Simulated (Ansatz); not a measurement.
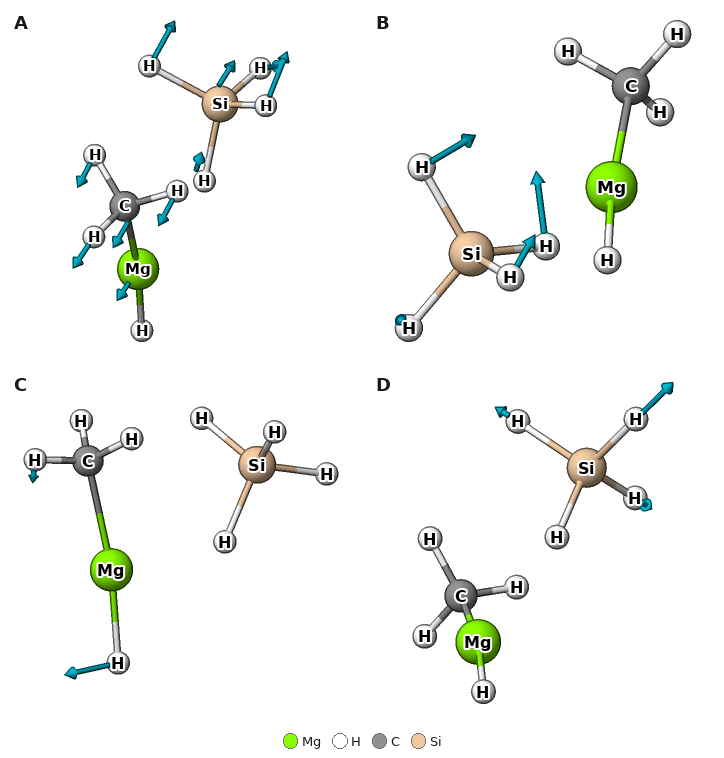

4 normal modes of one molecule or complex, as arrows. Harmonic vibrations computed with RKS PBE0-D4/def2-TZVP (Ansatz 0.2.0) at a stationary point of the same level.

Match the panels to the wavenumbers 80 cm⁻¹, 326 cm⁻¹, 916 cm⁻¹, 2247 cm⁻¹.

A: 80 cm⁻¹
B: 916 cm⁻¹, H–Si–H bending
C: 326 cm⁻¹
D: 2247 cm⁻¹, Si–H stretching
